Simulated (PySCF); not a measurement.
# C₂H₇FSi (SMILES FCC[SiH3]): what the fields show

Input

```
{"job": {"xc": "WP04", "basis": "pcSseg-1", "solvent": "chloroform", "kind": "nmr", "pop": true}, "charge": 0, "multiplicity": 1}
F     -1.357110     1.439991     0.049439
C     -1.369765     0.111799     0.415129
C     -0.262137    -0.636200    -0.292861
Si     1.428820     0.210808    -0.168301
H     -2.364092    -0.298696     0.167748
H     -1.240106     0.058066     1.510665
H     -0.503689    -0.764067    -1.361765
H     -0.174467    -1.649829     0.133556
H      1.495945     1.447550    -0.998646
H      2.481800    -0.737824    -0.646017
H      1.713084     0.561553     1.257940
```

Launched as:

```sh
OMP_NUM_THREADS=1 python ens_run.py task.json out
```

Geometry: PBE0-D3(BJ)/def2-SVP.

Method: WP04/pcSseg-1, SCF density, in a chloroform solvent model, non-relativistic (PySCF 2.14.0).

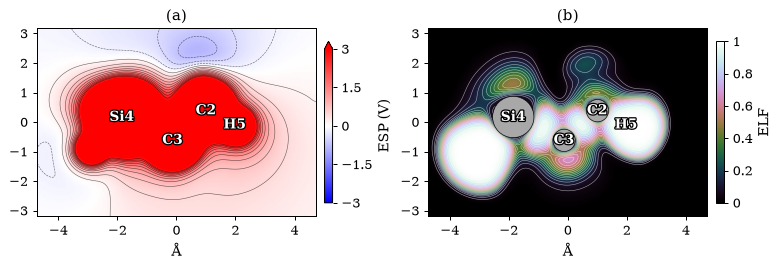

Figure 1. (a) electrostatic potential; (b) ELF on the plane of atoms C2, C3 and Si4. Grey discs cover the atomic cores in the ELF map.

### What do the fields say about this system?

- Atoms in the plane: C, Si and H.
- C–C (1.51 Å): the ELF peaks at about 0.95 between the atoms; a shared electron pair.
- C–Si (1.90 Å): the ELF peaks at about 0.95 between the atoms; localised, covalent bonding.
- C–H (1.10 Å): the ELF climbs to about 1 towards the hydrogen, as it does in any bond to H (a covalent bond by its length).
- Outside the dense part of the molecule the potential is most negative (−0.9 V) near F1, which lies off the plane.

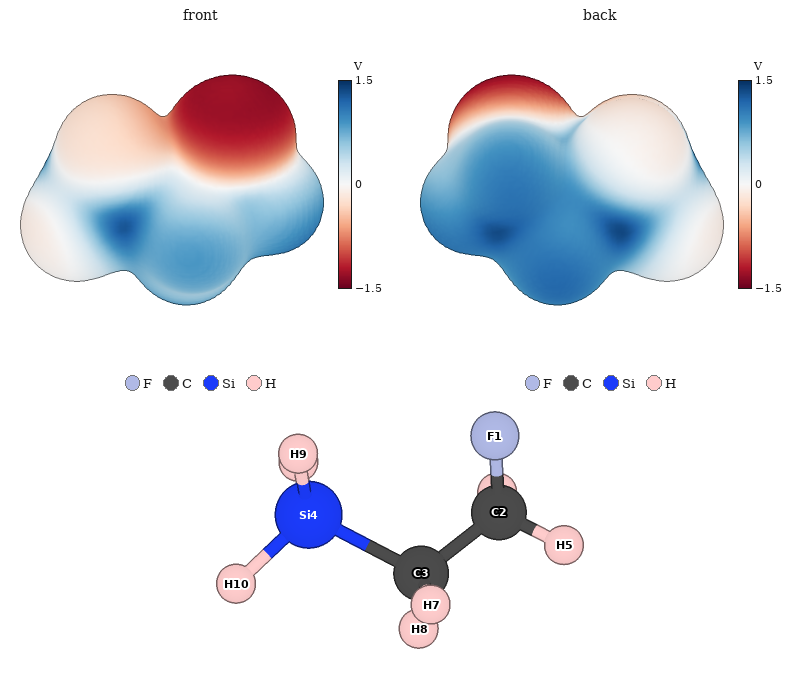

Figure 2. The molecular electrostatic potential painted on the density surface at 0.002 e/bohr³, seen from the front and from behind; the colour scale runs from red (negative) to blue (positive). The bare structure is drawn below in the same view.

### Describe the electrostatic potential map.

The most negative region (about −1.3 V) lies over F1, the most positive (about +1.3 V) over C2 and Si4.
